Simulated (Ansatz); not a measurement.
The figure comes from a scan of CoSn (CoSn type, space group P6/mmm): volume and axial ratio are varied about the relaxed values (subscript 0). These are r2SCAN (plane waves to 500 eV, PAW, scalar-relativistic; Ansatz, an electronic-structure program) values and carry that method's errors. k mesh 10×10×11 (Γ-centred), Fermi-Dirac smearing 0.05 eV. Energies are smeared free energies. With partly filled bands, the response to shear is sensitive to the k mesh, so small differences along c/a are uncertain. CoSn is run without spin polarisation. CoSn was relaxed with its symmetry unable to fall. ΔE is measured from the relaxed starting cell.

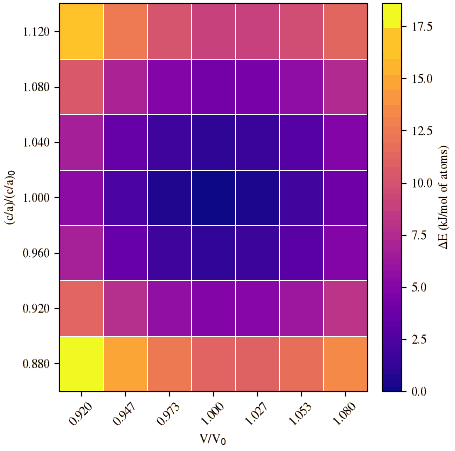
Figure. ΔE (kJ/mol of atoms), one tile a computed point.

Q: List the plotted points as numbers.

A: To the nearest 2:

ΔE (kJ/mol of atoms), with V/V₀ across and (c/a)/(c/a)₀ down:

```
(c/a)/(c/a)₀ \ V/V₀  0.920  0.947  0.973  1.000  1.027  1.053  1.080
-------------------  -----  -----  -----  -----  -----  -----  -----
0.880                   18     14     12     12     12     12     14
0.920                   12      8      6      4      6      6      8
0.960                    6      4      2      2      2      2      4
1.000                    6      2      0      0      0      2      4
1.040                    6      4      2      2      2      2      4
1.080                   10      8      4      4      4      6      8
1.120                   16     12     10      8      8     10     12
```

(A scan under strain: stresses follow from slopes of the energy per volume, elastic moduli from its curvatures.)
